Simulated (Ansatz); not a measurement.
# LaLuS2F2 (built on the sites of a database entry of LaSF): from the cell to its phonons

Aim: the phonons of LaLuS2F2 (built on the sites of a database entry of LaSF) at a cell relaxed beforehand at this level.

Calculated with Ansatz 0.2.0; DFT PBEsol, scalar-relativistic, plane waves, PseudoDojo norm-conserving pseudopotentials.

The structure was built from a prototype and need not be the compound's stable phase.

### 1. The structure

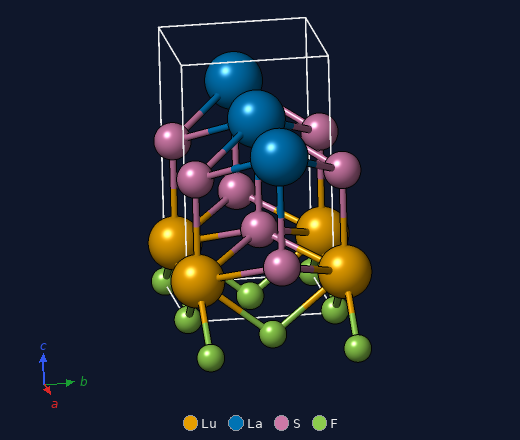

Start, viewed slightly off an axis; lutetium orange, lanthanum blue, sulfur pink, fluorine green. 2×1×1 cells are drawn. Some periodic images of atoms are drawn too.

### 2. Linear response at the zone centre

The cell comes from relaxations at this level that are not shown. The zone centre is the only wavevector solved here; it holds the modes that light can see, as far as symmetry allows. The response to a homogeneous field gives the Born charges and the dielectric tensor.

input.yaml reads:

```yaml
crystal:
  lattice:
    - [3.8308766259, 0.0, 0.0]
    - [0.0, 3.8308766259, 0.0]
    - [0.0, 0.0, 6.8520295167]
  atoms:
    - { symbol: Lu, position: [0.5, 0.0, 0.2338676095] }
    - { symbol: La, position: [0.0, 0.5, 0.7734951932] }
    - { symbol: S, position: [0.5, 0.0, 0.6303512932] }
    - { symbol: S, position: [0.0, 0.5, 0.3438326301] }
    - { symbol: F, position: [0.0, 0.0, 0.009226637] }
    - { symbol: F, position: [0.5, 0.5, 0.009226637] }
kpoints:
  mp_grid: { grid: [8, 8, 4] }
hamiltonian:
  xc: pbesol
  pseudopotentials: { kind: nc, accuracy: standard }
scf:
  occupations: { method: fixed }
output:
  eigenvalues: true
phonons:
  method: dfpt
  dielectric: true
  rigid_motions: translations
```

Launch:

```console
> ansatz run input.yaml --threads 8 --pin off --max-ram 14336MiB --backend cpu --events-out ev --progress --plain --runs-dir out
```

Numbers of over 12 decimals in the logs are rounded to 6 here.

Output:

```text
Engine: ansatz 0.2.0, x86_64-unknown-linux-gnu
Pseudopotentials: kind: nc
Pseudopotential: Lu, nc, valence charge 25, recommended cutoff 1360.569312 eV (normal), Lu.nc.azcp (PseudoDojo's, or run here from an input of PseudoDojo's; its table is named by hamiltonian.pseudopotentials.accuracy)
Pseudopotential: La, nc, valence charge 11, recommended cutoff 1496.626244 eV (normal), La.nc.azcp (PseudoDojo's, or run here from an input of PseudoDojo's; its table is named by hamiltonian.pseudopotentials.accuracy)
Pseudopotential: S, nc, valence charge 6, recommended cutoff 707.496042 eV (normal), S.nc.azcp (PseudoDojo's, or run here from an input of PseudoDojo's; its table is named by hamiltonian.pseudopotentials.accuracy)
Pseudopotential: F, nc, valence charge 7, recommended cutoff 1142.878222 eV (normal), F.nc.azcp (PseudoDojo's, or run here from an input of PseudoDojo's; its table is named by hamiltonian.pseudopotentials.accuracy)
Functional definition: PBEsol
  exchange = pbesol_x
  correlation = pbesol_c
Crystal: 6 atoms, lattice volume = 100.558 Å³
Basis set: ecut = 1496.626244 eV, 13195 PW (Γ), exchange–correlation on 100×100×180 points (8 copies of the dense FFT grid, shifted against one another)
Bands: 38, of which v1, the nominal top of the filled ones, is band 31 counted from 1 (30 counted from 0)
Symmetry: 8 space group operations
k-points: 132 of 256 (irreducible under 1 space group operation, time reversal used)
Non-local potential: Lu, projectors of the file, l = 0: 2, l = 1: 2, l = 2: 2, l = 3: 2
Non-local potential: La, projectors of the file, l = 0: 2, l = 1: 2, l = 2: 2, l = 3: 2
Non-local potential: S, projectors of the file, l = 0: 2, l = 1: 2, l = 2: 2
Non-local potential: F, projectors of the file, l = 0: 2, l = 1: 2, l = 2: 1
Initial density: superposition of atomic densities (chi_scale 0.1, normalization cell, long waves kept (reshape's long-wave potential 0.77 eV rms))
Initial wavefunctions: pseudopotential atomic-orbital guess
Functional: x = pbesol(κ = 0.804, μ = 0.123457), c = pbesol(β = 0.046)
SCF iter   1: F=—  HF=-9655.913066 eV  |F-HF|=—  |Δ(HF+E_count)|=         —  Δρ=6.61e-1  dr2=7.94e2  ethr=3.10e-3  ⟨swp⟩=20.8  Hψ=60298  notcnv=4  defer=723
preconditioner: auto → Resta (q_TF=auto, 2.517 Å⁻¹)  ε∞=8.1  [insulator: Δε(μ)=0.002 eV  Ē_g=10.013 eV  n_scr=36 (ndim 8)  ℏωp=26.7 eV  f_vac=0.000  ε∞_Penn≈8.1]
SCF iter   2: F=—  HF=-9651.290968 eV  |F-HF|=—  |Δ(HF+E_count)|=    4.62e0  Δρ=3.84e-1  dr2=1.00e2  ethr=3.10e-3  ⟨swp⟩=9.1  Hψ=35731  notcnv=0  defer=600
SCF iter   3: F=—  HF=-9623.024326 eV  |F-HF|=—  |Δ(HF+E_count)|=    2.83e1  Δρ=1.79e-1  dr2=2.94e1  ethr=3.10e-3  ⟨swp⟩=4.7  Hψ=16255  notcnv=0  defer=563
SCF iter   4: F=—  HF=-9612.524147 eV  |F-HF|=—  |Δ(HF+E_count)|=    1.05e1  Δρ=5.82e-2  dr2=3.30e0  ethr=3.10e-3  ⟨swp⟩=6.9  Hψ=19889  notcnv=0  defer=599
SCF iter   5: F=—  HF=-9611.950760 eV  |F-HF|=—  |Δ(HF+E_count)|=   5.73e-1  Δρ=5.20e-2  dr2=2.00e0  ethr=3.10e-3  ⟨swp⟩=7.1  Hψ=13965  notcnv=0  defer=757
SCF iter   6: F=—  HF=-9611.444001 eV  |F-HF|=—  |Δ(HF+E_count)|=   5.07e-1  Δρ=1.09e-2  dr2=1.06e-1  ethr=3.10e-3  ⟨swp⟩=8.1  Hψ=16690  notcnv=0  defer=639
SCF iter   7: F=—  HF=-9611.433403 eV  |F-HF|=—  |Δ(HF+E_count)|=   1.06e-2  Δρ=3.86e-3  dr2=1.04e-2  ethr=1.71e-4  ⟨swp⟩=6.0  Hψ=13029  notcnv=0  defer=821
SCF iter   8: F=—  HF=-9611.433431 eV  |F-HF|=—  |Δ(HF+E_count)|=   2.78e-5  Δρ=1.22e-3  dr2=2.32e-3  ethr=1.68e-5  ⟨swp⟩=5.8  Hψ=12430  notcnv=0  defer=857
SCF iter   9: F=—  HF=-9611.433061 eV  |F-HF|=—  |Δ(HF+E_count)|=   3.70e-4  Δρ=4.02e-4  dr2=2.04e-4  ethr=3.74e-6  ⟨swp⟩=6.1  Hψ=12292  notcnv=0  defer=847
SCF iter  10: F=—  HF=-9611.433011 eV  |F-HF|=—  |Δ(HF+E_count)|=   4.91e-5  Δρ=1.12e-4  dr2=1.54e-5  ethr=3.29e-7  ⟨swp⟩=5.2  Hψ=11868  notcnv=0  defer=770
[...]
SCF iter  12: F=—  HF=-9611.433009 eV  |F-HF|=—  |Δ(HF+E_count)|=   1.04e-5  Δρ=1.47e-5  dr2=2.46e-7  ethr=1.02e-8  ⟨swp⟩=3.5  Hψ=9299  notcnv=0  defer=698
SCF iter  13: F=—  HF=-9611.432458 eV  |F-HF|=—  |Δ(HF+E_count)|=   5.51e-4  Δρ=6.07e-6  dr2=2.27e-8  ethr=3.96e-10  ⟨swp⟩=4.6  Hψ=12777  notcnv=0  defer=680
SCF iter  14: F=—  HF=-9611.432458 eV  |F-HF|=—  |Δ(HF+E_count)|=  6.68e-10  Δρ=1.49e-6  dr2=2.46e-9  ethr=3.66e-11  ⟨swp⟩=3.8  Hψ=10702  notcnv=0  defer=669
SCF iter  15: F=—  HF=-9611.432458 eV  |F-HF|=—  |Δ(HF+E_count)|=  2.18e-11  Δρ=4.47e-7  dr2=1.28e-10  ethr=3.96e-12  ⟨swp⟩=3.2  Hψ=9543  notcnv=0  defer=662
SCF iter  16: F=-9611.432458 eV  HF=-9611.432458 eV  |F-HF|=3.09e-11  |Δ(HF+E_count)|=  4.91e-11  Δρ=2.19e-7  dr2=3.76e-11  ethr=1.00e-12  ⟨swp⟩=36.2  Hψ=77229  notcnv=0
SCF 1 converged in 16 iterations: F = -9611.432458 eV  dr2 = 3.76e-11
DFPT response loops at Γ: preconditioner auto → Resta (q_TF=auto, 2.517 Å⁻¹)  ε∞=7.3 (no band partly filled); β = 1.00, the filter's whole step (`scf.mixing.beta` (0.50) is not read by the response loops at its default; to damp them type it under 1.00, their step now; it binds the ground state too); Broyden in place of MSR1
── the response to a field inside a basis, on 8×8×4 k-points: an SCF that follows is theirs, and a resumed run solves both again ──
Bands: 32, of which v1, the nominal top of the filled ones, is band 31 counted from 1 (30 counted from 0)
k-points: 20 of 256 (time reversal used)
Initial density: handed on by an earlier stage of this run
Initial wavefunctions: pseudopotential atomic-orbital guess (no wavefunctions were taken with the density)
Eigensolver: Dense (20 Hₖ)
SCF iter   1: F=—  HF=-9611.237656 eV  |F-HF|=—  |Δ(HF+E_count)|=         —  Δρ=8.34e-4  dr2=1.13e-4  ethr=1.00e-1
preconditioner: auto → Resta (q_TF=auto, 2.517 Å⁻¹)  ε∞=6.4  [insulator: Δε(μ)=1.481 eV  Ē_g=12.128 eV  n_scr=36 (ndim 8)  ℏωp=28.2 eV  f_vac=0.000  ε∞_Penn≈6.4]
SCF iter   2: F=—  HF=-9611.237669 eV  |F-HF|=—  |Δ(HF+E_count)|=   1.33e-5  Δρ=3.57e-4  dr2=2.05e-5  ethr=1.82e-7
SCF iter   3: F=—  HF=-9611.237683 eV  |F-HF|=—  |Δ(HF+E_count)|=   1.36e-5  Δρ=8.19e-5  dr2=1.64e-6  ethr=3.31e-8
SCF iter   4: F=—  HF=-9611.237684 eV  |F-HF|=—  |Δ(HF+E_count)|=   1.07e-6  Δρ=2.35e-5  dr2=3.66e-7  ethr=2.65e-9
SCF iter   5: F=-9611.237684 eV  HF=-9611.237684 eV  |F-HF|=1.32e-8  |Δ(HF+E_count)|=   5.18e-8  Δρ=9.86e-6  dr2=4.54e-8  ethr=5.90e-10
SCF 1 converged in 5 iterations: F = -9611.237684 eV  dr2 = 4.54e-8
DFPT response loops at Γ: preconditioner auto → Resta (q_TF=auto, 2.517 Å⁻¹)  ε∞=6.4 (no band partly filled); β = 1.00, the filter's whole step (`scf.mixing.beta` (0.50) is not read by the response loops at its default; to damp them type it under 1.00, their step now; it binds the ground state too); Broyden in place of MSR1
SCF converged after 16 iterations
Free energy (F): -9611.432458 eV
Harris-Foulkes:  -9611.432458 eV  (|F-HF|=3.09e-11)
Internal energy: -9611.432458 eV  (E = F + TS)
E sigma→0 (E₀):  -9611.432458 eV
Fermi energy:    11.306896 eV
--- Per-component energies (eV) ---
  E_band       = -7.744516
  E_kinetic    = 5515.935549
  E_local      = -9665.031373  (includes V_loc(G=0)·N_el)
  E_nonlocal   = -1429.314699
  E_hartree    = 3526.197474
  E_xc         = -1701.640071
  E_vxc        = -1481.728809  (∫ρ·V_xc dr)
  E_ewald      = -5857.579338
  E_smearing   = -0.000000  (= −TS)
  E_closure    = -0.000000  (closes the sum)
  Σ components = -9611.432458   (vs F -9611.432458, Δ=0.00e0)
--- Band table (eV; the first three rows and the last of 132) ---
  k-point 0: bands = [... 27 lower, 9.6470, 11.0929, 11.3069, 11.3069, 12.4230, 14.1558, 14.5876, 14.7683, ... 3 higher]
  k-point 1: bands = [... 27 lower, 9.7010, 10.6872, 11.2611, 11.2611, 12.6056, 13.9155, 14.7230, 14.7509, ... 3 higher]
  k-point 2: bands = [... 27 lower, 9.7586, 10.2720, 11.2111, 11.2111, 12.8976, 13.5633, 14.7357, 14.7898, ... 3 higher]
  k-point 131: bands = [... 27 lower, 9.3025, 10.3263, 10.4641, 10.4641, 14.6574, 14.6574, 14.7983, 14.8419, ... 3 higher]
--- Phonons (Γ-DFPT): 11 representative perturbations + reference, on 132 of 256 k-points (Σ response iterations 44) ---
  k mesh reduced under 1 symmetry operation, with k and −k counted as one. Each operation leaves every solved perturbation unchanged. A smaller set is not considered because the run solves the response to a homogeneous field
  ASR residual: 3.728e-4 → 0.000e0 eV/Å²; symmetrization residual: 2.339e-5 eV/Å²
  ASR residual per site (eV/Å²): 3.73e-4 2.92e-5 1.15e-5 1.59e-5 9.21e-5 9.21e-5
  Γ frequencies (cm⁻¹): 0.00 0.00 0.00 69.23 69.23 150.33 164.09 164.09 187.77 187.77 204.86 246.96 247.76 247.76 271.56 317.81 317.81 348.60
  ε∞ (high-frequency dielectric tensor):
        6.544121     0.000000     0.000000
        0.000000     6.544121     0.000000
        0.000000     0.000000     5.035944
  ε⁰ (static dielectric tensor: ions relaxed, cell fixed):
       23.089493     0.000000    -0.000000
        0.000000    23.089493     0.000000
       -0.000000     0.000000    16.207044
  ε⁰ − ε∞ (ionic part):
       16.545372     0.000000    -0.000000
        0.000000    16.545372     0.000000
       -0.000000     0.000000    11.171100
  softest optical mode at Γ: 69.23 cm⁻¹; the repairs (sum rule, projections) moved no ω² at Γ by more than (2.71 cm⁻¹)²
  Born effective charges Z* (e; rows j = field, columns β = displacement):
    site 0:
         4.09414    0.00000    0.00000
         0.00000    4.09414    0.00000
         0.00000    0.00000    3.81333
    site 1:
         4.15984    0.00000   -0.00000
         0.00000    4.15984    0.00000
        -0.00000    0.00000    4.03513
    site 2:
        -2.71234    0.00000    0.00000
         0.00000   -2.71234    0.00000
         0.00000    0.00000   -1.54157
    site 3:
        -2.75274    0.00000   -0.00000
         0.00000   -2.75274    0.00000
        -0.00000    0.00000   -1.44810
    site 4:
        -1.24403    0.00000   -0.00000
         0.00000   -1.54486    0.00000
         0.00000    0.00000   -2.42939
    site 5:
[...]
Z* charge neutrality: 1.531e-2 e pre-enforcement
  solved inside a basis spanned on kpoints, on 8×8×4 k-points, its susceptibility summed on 12×12×6: ε∞ is read to err by 3.3e-2, Z* by 4.3e-2 e (field_mesh: kpoints solves on kpoints); Z* is corrected for what the basis lacks
  optical modes at Γ without the LO–TO term, one row a degenerate level:
      ω (cm⁻¹)  modes    IR ((D/Å)²/amu)
[...]
optical modes at Γ + LO–TO along q̂ = [1.0000, 0.0000, 0.0000]:
      ω (cm⁻¹)  modes    IR ((D/Å)²/amu)
[...]
optical modes at Γ + LO–TO along q̂ = [0.0000, 1.0000, 0.0000]:
      ω (cm⁻¹)  modes    IR ((D/Å)²/amu)
[...]
optical modes at Γ + LO–TO along q̂ = [0.0000, 0.0000, 1.0000]:
      ω (cm⁻¹)  modes    IR ((D/Å)²/amu)
[...]
164.09      2             8.7641
        187.77      2            22.4856
        246.96      1             0.0000
        247.76      2             5.6483
        271.06      1             0.0703
        299.10      1             4.8902
        317.81      2             1.9947
        406.31      1            17.1025
```

The job ended after 14 min (8 threads of AMD EPYC 7R43, shared host; peak memory 11 GiB).

Reading the cycles: dr2 is the Hartree energy of the density residual (eV), the measure of convergence; HF is the Harris–Foulkes estimate of the energy, which meets the free energy F at convergence.

This step gave:

```
gap on the k-mesh                                       : 1.116 eV
volume per atom                                         : 16.76 Å³
sum-rule residual before enforcement                    : 3.73e-4 eV/Å²
miss of the charge sum rule                             : 0.01531 e
estimated error of the dielectric tensor                : 0.03339
estimated error of the Born charges                     : 0.04278 e
point group                                             : 4mm
highest optical mode at the zone centre (no LO-TO term) : 348.6 cm⁻¹
lowest optical zone-centre mode                         : 69.23 cm⁻¹
mean high-frequency dielectric constant                 : 6.041
largest Born charge (third of the trace)                : 4.118 e
mean static dielectric constant                         : 20.80
top of the zone-centre spectrum with the field          : 406.3 cm⁻¹
```

Without the LO-TO term. Patterns of degenerate modes are one choice out of their space. Modes at Γ, with each element's share of the kinetic energy:

| mode | frequency (cm⁻¹) | symmetry | Lu % | La % | S % | F % |
| --- | --- | --- | --- | --- | --- | --- |
| 1 | 0.0 | acoustic | 42 | 33 | 15 | 9 |
| 2 | 0.0 | acoustic | 42 | 33 | 15 | 9 |
| 3 | 0.0 | acoustic | 42 | 33 | 15 | 9 |
| 4 | 69.2 | E | 54 | 35 | 5 | 6 |
| 5 | 69.2 | E | 54 | 35 | 5 | 6 |
| 6 | 150.3 | A1 | 58 | 26 | 9 | 7 |
| 7 | 164.1 | E | 0 | 13 | 2 | 85 |
| 8 | 164.1 | E | 0 | 13 | 2 | 85 |
| 9 | 187.8 | E | 4 | 8 | 86 | 2 |
| 10 | 187.8 | E | 4 | 8 | 86 | 2 |
| 11 | 204.9 | A1 | 0 | 40 | 41 | 20 |
| 12 | 247.0 | B1 | 0 | 0 | 0 | 100 |
| 13 | 247.8 | E | 0 | 9 | 89 | 2 |
| 14 | 247.8 | E | 0 | 9 | 89 | 2 |
| 15 | 271.6 | A1 | 0 | 0 | 99 | 0 |
| 16 | 317.8 | E | 0 | 1 | 3 | 95 |
| 17 | 317.8 | E | 0 | 1 | 3 | 95 |
| 18 | 348.6 | A1 | 0 | 0 | 36 | 64 |

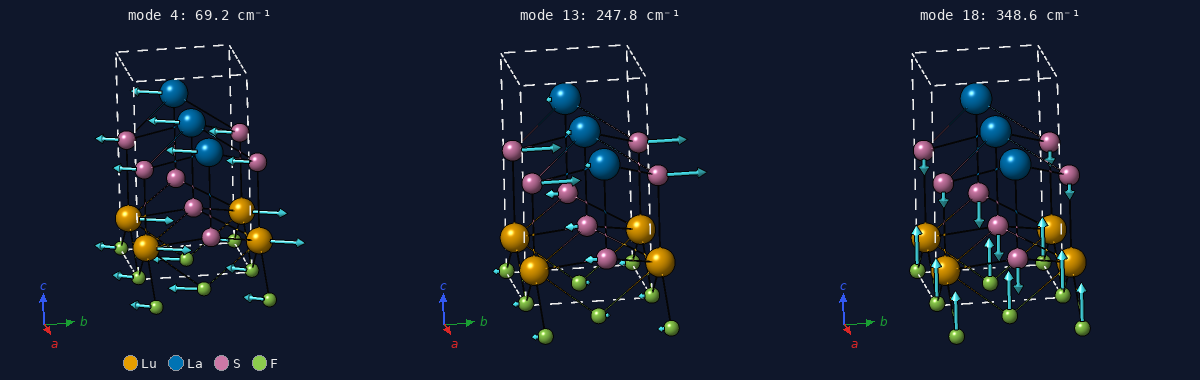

Displacement patterns of modes 4, 13 and 18 at Γ; arrows are exaggerated. 2×1×1 cells are drawn. Some periodic images of atoms are drawn too.

Optical modes at the zone centre, without and with the macroscopic field of the longitudinal modes; each column is sorted by frequency, so a row need not hold one and the same mode. Modes with and without the field, by row:

| rank among optical modes | no field (cm⁻¹) | q along (1, 0, 0) (cm⁻¹) | q along (0, 0, 1) (cm⁻¹) |
| --- | --- | --- | --- |
| 1 | 69.2 | 69.2 | 69.2 |
| 2 | 69.2 | 77.5 | 69.2 |
| 3 | 150.3 | 150.3 | 158.8 |
| 4 | 164.1 | 164.1 | 164.1 |
| 5 | 164.1 | 170.2 | 164.1 |
| 6 | 187.8 | 187.8 | 187.8 |
| 7 | 187.8 | 204.9 | 187.8 |
| 8 | 204.9 | 234 | 247 |
| 9 | 247 | 247 | 247.8 |
| 10 | 247.8 | 247.8 | 247.8 |
| 11 | 247.8 | 271.6 | 271.1 |
| 12 | 271.6 | 298.8 | 299.1 |
| 13 | 317.8 | 317.8 | 317.8 |
| 14 | 317.8 | 342.3 | 317.8 |
| 15 | 348.6 | 348.6 | 406.3 |

Born charge (rows field, columns displacement) (e), principal values of the symmetric part by kind of site:

| atom | atoms with these values | low | middle | high | mean |
| --- | --- | --- | --- | --- | --- |
| Lu1 | 1 | 3.81 | 4.09 | 4.09 | 4.00 |
| La2 | 1 | 4.04 | 4.16 | 4.16 | 4.12 |
| S3 | 1 | -2.71 | -2.71 | -1.54 | -2.32 |
| S4 | 1 | -2.75 | -2.75 | -1.45 | -2.32 |
| F5 | 2 | -2.43 | -1.54 | -1.24 | -1.74 |

In full for Lu1:

```
4.09 0.00 0.00
0.00 4.09 0.00
0.00 0.00 3.81
```

High-frequency dielectric tensor:

```
6.54 0.00 0.00
0.00 6.54 0.00
0.00 0.00 5.04
```

Static dielectric tensor (ions relaxed, fixed cell):

```
23.09  0.00  0.00
 0.00 23.09  0.00
 0.00  0.00 16.21
```

Transverse modes. Infrared lines, with heights relative to the strongest:

| position (cm⁻¹) | relative intensity |
| --- | --- |
| 69 | 10 |
| 150 | 14 |
| 164 | 39 |
| 188 | 100 |
| 205 | 67 |
| 247 | 0.0 |
| 248 | 25 |
| 272 | 0.3 |
| 318 | 8.9 |
| 349 | 18 |

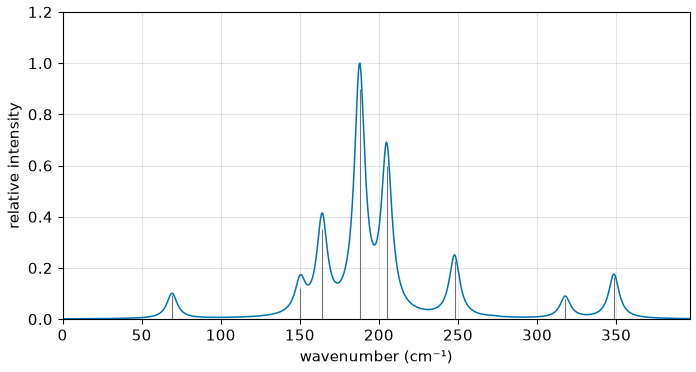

The infrared spectrum, broadened with Lorentzians of width 8 cm⁻¹; bars mark the lines.

Before it was imposed, the acoustic sum rule was missed by 3.7e-4 eV/Å² and the charge sum rule by 0.015 e. Small misses are needed for a sound result but don't prove that mesh and cutoff are converged. The lowest optical mode is real, 69.2 cm⁻¹.

### 3. Isotope substitution

An isotope changes the mass and not the force constants, so no new electronic calculation is needed; the shifts show which modes move this element.

The same force constants with the mass of S changed from 32.060 to 33.968 u (phonopy, no LO-TO term). Both lists are sorted by frequency; levels can cross, so a row need not hold one and the same mode. Modes under 3 cm⁻¹ are left out. Isotope shifts, by row:

| q | rank | natural mass (cm⁻¹) | changed mass (cm⁻¹) |
| --- | --- | --- | --- |
| 0 0 0 | 4 | 69.23 | 69.13 |
| 0 0 0 | 5 | 69.23 | 69.13 |
| 0 0 0 | 6 | 150.3 | 149.9 |
| 0 0 0 | 7 | 164.1 | 164 |
| 0 0 0 | 8 | 164.1 | 164 |
| 0 0 0 | 9 | 187.8 | 183.2 |
| 0 0 0 | 10 | 187.8 | 183.2 |
| 0 0 0 | 11 | 204.9 | 202.5 |
| 0 0 0 | 12 | 247 | 241.5 |
| 0 0 0 | 13 | 247.8 | 241.5 |
| 0 0 0 | 14 | 247.8 | 247 |
| 0 0 0 | 15 | 271.6 | 263.9 |
| 0 0 0 | 16 | 317.8 | 317.6 |
| 0 0 0 | 17 | 317.8 | 317.6 |
| 0 0 0 | 18 | 348.6 | 345.1 |

A mode of this element alone would shift by -2.85 %. The highest zone-centre frequency without the field goes from 348.6 to 345.1 cm⁻¹ (-1.0 %). The product of the frequency ratios over all optical modes at Γ is 0.852; the product rule, (m/m′)^(3k/2) (M′/M)^(3/2) with k = 2 such atoms and M the mass of the cell, gives 0.852.

### 4. Summary of results

```
space group (within 0.01 Å)                             : P4mm
volume per atom                                         : 16.8 Å³
gap on the k-mesh                                       : 1.12 eV
highest optical mode at the zone centre (no LO-TO term) : 349 cm⁻¹
top of the zone-centre spectrum with the field          : 406 cm⁻¹
lowest optical zone-centre mode                         : 69.2 cm⁻¹
mean high-frequency dielectric constant                 : 6.04
mean static dielectric constant                         : 20.8
largest Born charge (third of the trace)                : 4.12 e
imaginary modes at Γ (the only wavevector solved)       : none
```

What this shows: The structure is stable against zone-centre distortions, since no mode there is imaginary; other wavevectors were not solved, so zone-boundary instabilities are untested. Without the field, the optical modes at Γ span 69 to 349 cm⁻¹. No dispersion was computed. With the macroscopic field of the longitudinal modes the top of the zone-centre spectrum lies at 406 cm⁻¹, against 349 cm⁻¹ without it. Lattice motion raises the mean dielectric constant from 6.041 to 20.80. The strongest infrared line is at 188 cm⁻¹. Spin-orbit coupling is left out, which can matter for the heavy elements here. The starting cell was built on a prototype and not taken from a measurement, so the phase need not exist. These are harmonic frequencies at zero temperature: anharmonic shifts, linewidths and thermal expansion are left out.

[Logs are printed without paths, hosts, clocks, repeated set-up lines and the standing remarks that a program may print on its own settings, such as how far it seeks lower states.]

[Hosts, paths, dates, database ids (printed as entryN), source tags and the programs' standing remarks are cut or masked in the printed files.]
